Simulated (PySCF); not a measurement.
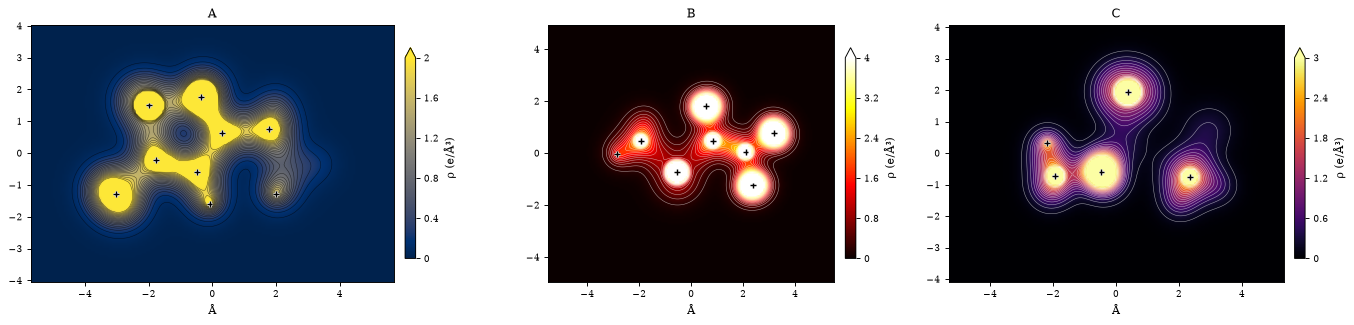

The total electron density of 3 systems, each on a plane through atoms (crosses mark nuclei in the plane).

Level of theory: PBE0/pcSseg-1, SCF density, gas phase, non-relativistic in PySCF 2.14.0.

System 1: C6H7F3P2, the plane of atoms C7, C9 and F11. Geometry: GFN2-xTB.

```tsv
atom	x (Å)	y (Å)	z (Å)
C	-2.9880	-1.9773	0.1203
C	-2.3254	-1.0284	-0.1866
C	-1.4985	0.0971	-0.5490
P	-0.0425	0.2061	0.6301
C	0.8899	-1.2770	0.0267
P	2.4720	-1.5738	0.9749
C	0.8841	1.4867	-0.3230
F	1.8923	1.1348	-1.1415
C	0.5949	2.7709	-0.1546
F	1.1569	3.8180	-0.7355
F	-0.3925	3.1458	0.6526
H	-3.5908	-2.7963	0.3772
H	-1.1393	-0.0126	-1.5782
H	-2.0724	1.0241	-0.4561
H	0.2440	-2.1487	0.1782
H	1.1145	-1.2059	-1.0422
H	2.9053	-0.2460	0.9626
H	1.8867	-1.4112	2.2323
```

System 2: C5H10OS2, the plane of atoms O2, C1 and H9. Geometry: GFN2-xTB, MD frame at 250 fs, 400 K.

```yaml
atoms:
  - { symbol: C, position_ang: [2.5653, -0.1852, -0.0939] }
  - { symbol: O, position_ang: [1.1142, -0.4561, -0.0744] }
  - { symbol: C, position_ang: [0.4015, -0.2974, 1.0640] }
  - { symbol: C, position_ang: [-0.7398, -1.3067, 1.1687] }
  - { symbol: C, position_ang: [-1.5371, -1.4341, -0.0860] }
  - { symbol: S, position_ang: [-2.4996, 0.1273, -0.5983] }
  - { symbol: C, position_ang: [-1.1029, 1.2849, -0.4853] }
  - { symbol: S, position_ang: [-0.3211, 1.4014, 1.2125] }
  - { symbol: H, position_ang: [2.5522, 0.7933, 0.4026] }
  - { symbol: H, position_ang: [3.0165, -0.9285, 0.4971] }
  - { symbol: H, position_ang: [2.8436, -0.3300, -1.1365] }
  - { symbol: H, position_ang: [1.0755, -0.5156, 1.8957] }
  - { symbol: H, position_ang: [-0.3254, -2.2457, 1.4402] }
  - { symbol: H, position_ang: [-1.4667, -1.0318, 1.9939] }
  - { symbol: H, position_ang: [-1.0059, -1.7737, -1.0091] }
  - { symbol: H, position_ang: [-2.3880, -2.1747, 0.1157] }
  - { symbol: H, position_ang: [-1.5090, 2.2958, -0.7089] }
  - { symbol: H, position_ang: [-0.4820, 0.7485, -1.0983] }
```

System 3: C5H6ClNS (SMILES CCc1cc(Cl)sn1), the plane of atoms C5, S7 and N8. Geometry: GFN2-xTB, MD frame at 250 fs, 300 K.

```xyz
14

C    -1.7698   -0.6164   -0.2663
C    -1.0512    0.5722    0.3081
C     0.4008    0.3902    0.1521
C     1.1243   -0.8751    0.1229
C     2.4315   -0.5784   -0.0523
Cl    3.6443   -1.7178   -0.0903
S     2.7367    1.1260   -0.0590
N     1.1252    1.4608    0.1590
H    -2.8131   -0.3931   -0.1329
H    -1.3806   -1.4532    0.2601
H    -1.6324   -0.7250   -1.3520
H    -1.3049    0.7186    1.3936
H    -1.3479    1.4664   -0.2283
H     0.7041   -1.8660    0.2277
```

> Match each panel to its system.

Panel A is system 3, C5H6ClNS: the plane holds C, Cl, S, N and H. C–N (1.29 Å): ρ at the midpoint is about 2.7 e/Å³. Panel B is system 1, C6H7F3P2: the plane holds P, C, F and H. C–F (1.32 Å): ρ is about 2.4 e/Å³ halfway. Panel C is system 2, C5H10OS2: the plane holds C, O, S and H.
